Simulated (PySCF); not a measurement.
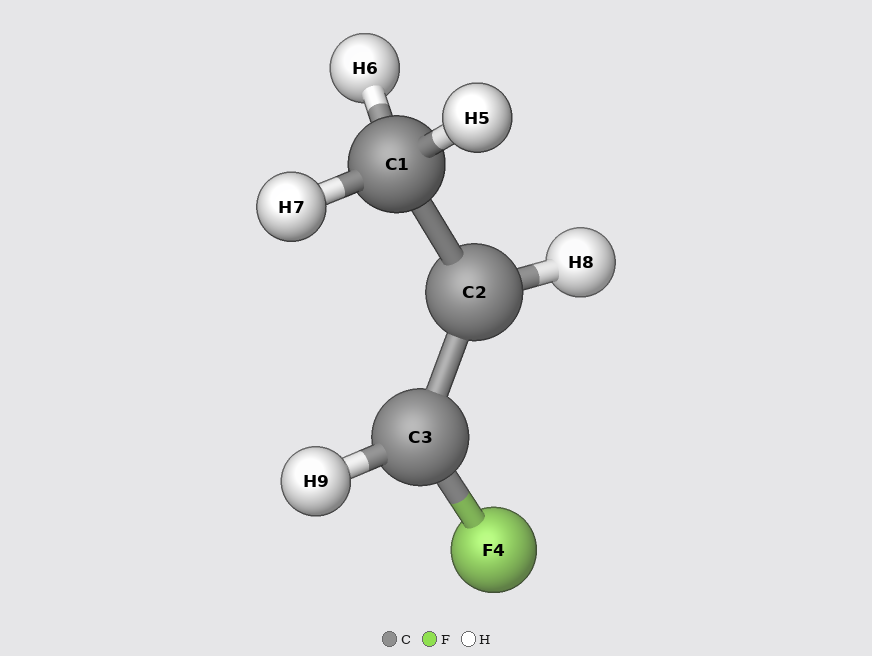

The computed structure is the end point of a GFN2-xTB optimisation. No frequency run is at hand to confirm it as a minimum. Level of theory: delta-SCF UKS SCAN, pcX-2 on the ionised atom, pcseg-1 elsewhere, spin-free X2C (PySCF 2.14.0).

Give the core-electron binding energies (to vacuum) of C1 1s, C2 1s, C3 1s, F4 1s.

```json
{"atom": "C1", "level": "1s", "binding energy (eV)": "291.2"}
{"atom": "C2", "level": "1s", "binding energy (eV)": "290.7"}
{"atom": "C3", "level": "1s", "binding energy (eV)": "292.6"}
{"atom": "F4", "level": "1s", "binding energy (eV)": "692.8"}
```
